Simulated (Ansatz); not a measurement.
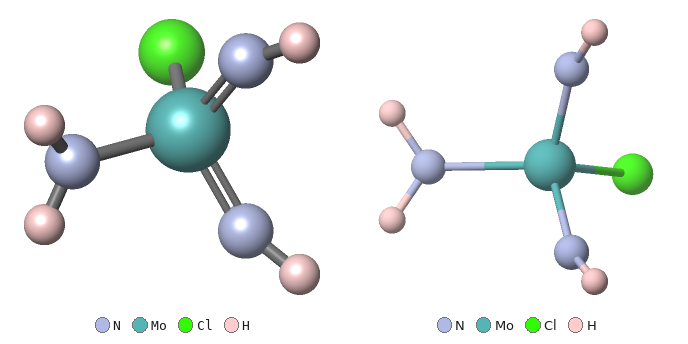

The same structure drawn twice, from different directions.

The species is neutral and a spin singlet.

What does the picture show?

The molecule is ClH₄MoN₃. Its SMILES string is `[NH]=[Mo](=[NH])([NH2])[Cl]`. The point group is Cs. Coordination, clear cases only: 2 N bent; 1 Mo tetrahedral.

More results for the same structure follow; atom numbers are the same in all pictures, views and colours differ. The computed structure is the end point of a PBE0-D4/def2-TZVP optimisation.

**Geometry**

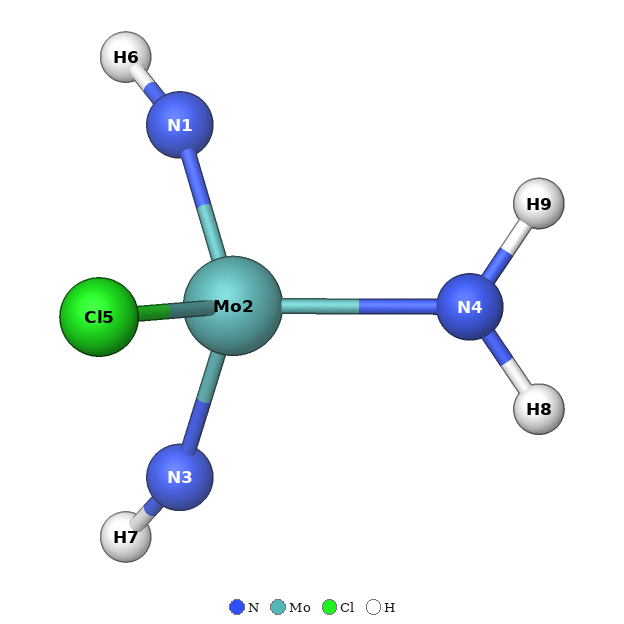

Atoms carry their numbers in the input.

Which atoms are bonded, and how long are the bonds?

```csv
bond,length (Å)
N1–Mo2,1.723
N1–H6,1.011
Mo2–N3,1.723
Mo2–N4,1.927
Mo2–Cl5,2.293
N3–H7,1.011
N4–H8,1.009
N4–H9,1.009
```

**Thermal motion**

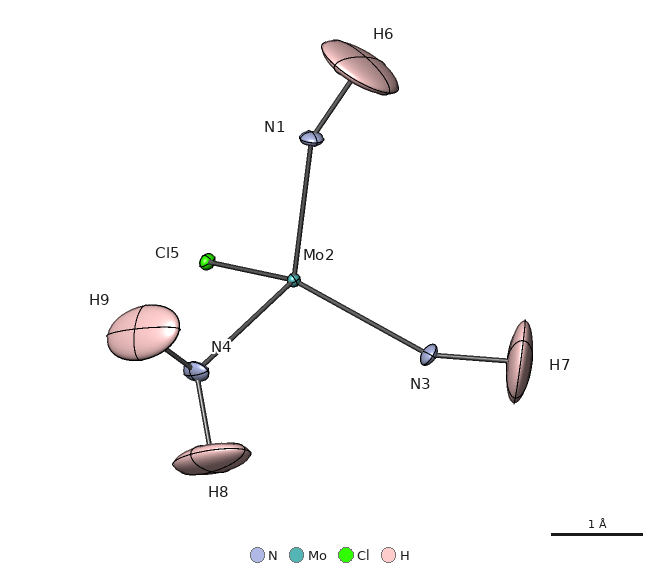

Displacement ellipsoids at the 50 % level, from the internal vibrations of the free molecule (harmonic, no overall translation or rotation; no half-axis is drawn under 0.075 Å). Vibrations computed with RKS PBE0-D4/def2-TZVP, core potentials on Mo (Ansatz 0.2.0). Temperature: 600 K.

List U_eq and the three principal root-mean-square amplitudes for each kind of atom.

```csv
atom,U_eq (Å²),rms amplitudes (Å)
"N1, N3",0.0075,"0.047, 0.084, 0.116"
Mo2,0.00084,"0.023, 0.030, 0.033"
N4,0.0093,"0.054, 0.079, 0.137"
Cl5,0.0034,"0.053, 0.054, 0.067"
"H6, H7",0.0667,"0.089, 0.296, 0.324"
"H8, H9",0.0575,"0.094, 0.205, 0.349"
```

**Vibrations**

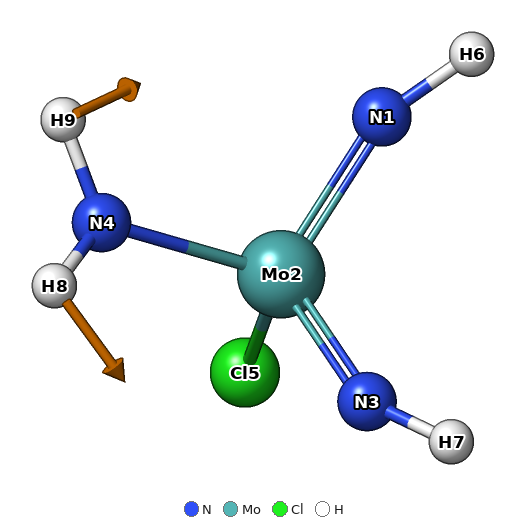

The arrows show one normal mode. Harmonic vibrations computed with RKS PBE0-D4/def2-TZVP, core potentials on Mo (Ansatz 0.2.0) at a stationary point of the same level.

> Describe the motion.

Mostly angle bending.

> Estimate its harmonic wavenumber.

1542 cm⁻¹; it is mode 17 of 21 counted from the lowest.

**Electronic properties**

Level of theory: RKS SPW92 (LDA)/def2-TZVPP, core potentials on Mo (Ansatz 0.2.0).

Predict the main results.

- HOMO energy (Kohn–Sham orbital): −6.60 eV
- LUMO energy (Kohn–Sham orbital): −2.56 eV
- HOMO–LUMO gap: 4.04 eV

**Charges**

The questions are on Mulliken charges. Properties computed with RKS r2SCAN-D4/def2-TZVPP, core potentials on Mo (Ansatz 0.2.0).

Give the Mulliken charges atom by atom.

```json
{"atom": "N1", "value (e)": "−0.61"}
{"atom": "Mo2", "value (e)": "1.42"}
{"atom": "N3", "value (e)": "−0.61"}
{"atom": "N4", "value (e)": "−0.55"}
{"atom": "Cl5", "value (e)": "−0.37"}
{"atom": "H6", "value (e)": "0.18"}
{"atom": "H7", "value (e)": "0.18"}
{"atom": "H8", "value (e)": "0.19"}
{"atom": "H9", "value (e)": "0.19"}
```

Mulliken values depend strongly on the basis set and can even reverse the polarity of a bond.
